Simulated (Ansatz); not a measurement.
Na₂ClF (space group R-3m, No. 166). Coordinates: the input geometry of an electronic-structure calculation (not necessarily at equilibrium); the starting structure was generated, so it need not be a known form of this composition.

```
F Cl Na
1.0
     3.62137    0.00000    0.00000
    -1.81069    3.13620    0.00000
     0.00000    0.00000   17.76198
F Cl Na
3 3 6
Direct
  0.00000 0.00000 0.00000
  0.66667 0.33333 0.33333
  0.33333 0.66667 0.66667
  0.66667 0.33333 0.83333
  0.33333 0.66667 0.16667
  0.00000 0.00000 0.50000
  0.33333 0.66667 0.93010
  0.00000 0.00000 0.73656
  0.00000 0.00000 0.26344
  0.66667 0.33333 0.06990
  0.66667 0.33333 0.59677
  0.33333 0.66667 0.40323
```

Describe the stacking along c, with columns A (0, 0), B (1/3, 2/3), C (2/3, 1/3) of the hexagonal mesh.

F(A) – Na(C) – Cl(B) – Na(A) – F(C) – Na(B) – Cl(A) – Na(C) – F(B) – Na(A) – Cl(C) – Na(B) (twelve layers in 17.76 Å).

Cl and F layers alone: ABCABC, the cubic close-packed type.

Na: six octahedral sites (per hexagonal cell).

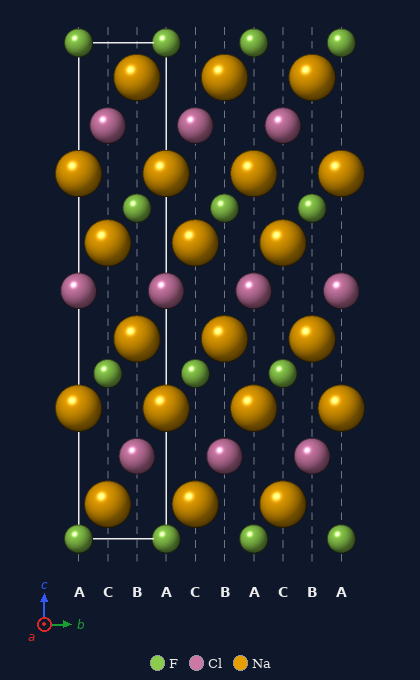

The picture looks along a close-packed row of the hexagonal mesh; c points upwards. The dashed lines mark the three columns A (0, 0), B (1/3, 2/3) and C (2/3, 1/3). The sequence starts with the first layer at or above the cell's origin.
